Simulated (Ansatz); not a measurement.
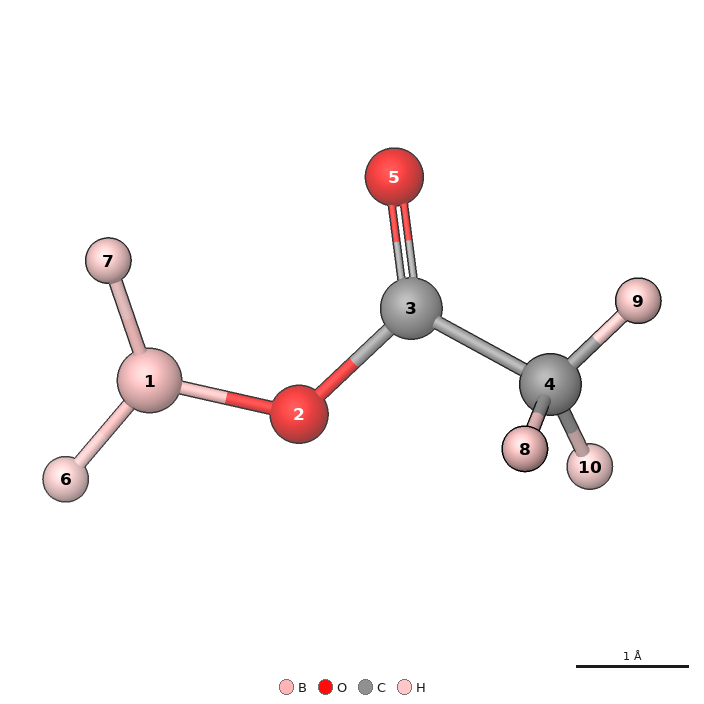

Orthographic view. Distant atoms are faded towards the background colour. The geometry was computed by an optimisation with PBE-D4/def2-SVP. No frequency run is at hand to confirm it as a minimum.

Write a Z-matrix (Å, degrees) in the order of the atom numbers, with these reference atoms: 2 to 1; 3 to 2, 1; 4 to 3, 2, 1; 5 to 3, 2, 1; 6 to 1, 2, 3; 7 to 1, 6, 2; 8 to 4, 3, 5; 9 to 4, 8, 3; 10 to 4, 9, 8.

```
B  
O    1   1.372
C    2   1.402   1   122.7
C    3   1.504   2   110.4   1   152.6
O    3   1.204   2   122.4   1   -29.6
H    1   1.214   2   115.3   3   173.6
H    1   1.214   6   124.2   2  -177.9
H    4   1.109   3   110.0   5   124.2
H    4   1.103   8   110.4   3   121.7
H    4   1.109   9   110.2   8  -117.5
```
